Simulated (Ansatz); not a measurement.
The figure comes from a scan of LaTl (CsCl type): one La atom of a 2-atom cell moves by s towards the nearest neighbour, with its periodic images. All values below come from PBEsol (plane waves to 420 eV, PAW, scalar-relativistic; Ansatz, an electronic-structure program). k mesh 10×10×10 (Γ-centred), Fermi-Dirac smearing 0.05 eV. The energy includes the smearing's −TS. With partly filled bands, energies and forces of such displacements shift with the k mesh and the smearing. LaTl is run without spin polarisation. LaTl was relaxed with its symmetry unable to fall. Spin-orbit coupling is left out, though Tl is heavy. ΔE is measured from the undisplaced structure.

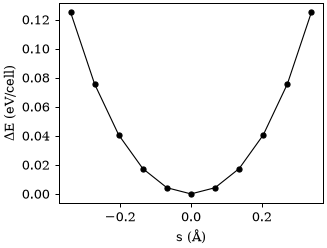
ΔE (eV/cell) against s (Å); one marker a computed point.

Read the plotted values off the figure, to the accuracy that the plot allows.

To the nearest 0.002:

```
s (Å)   ΔE (eV/cell)
------  ------------
-0.340         0.126
-0.272         0.076
-0.204         0.040
-0.136         0.018
-0.068         0.004
0.000          0.000
0.068          0.004
0.136          0.018
0.204          0.040
0.272          0.076
0.340          0.126
```

(For displaced atoms, the force is minus the slope of the energy, and its curvature is a force constant, which sets phonon frequencies.)
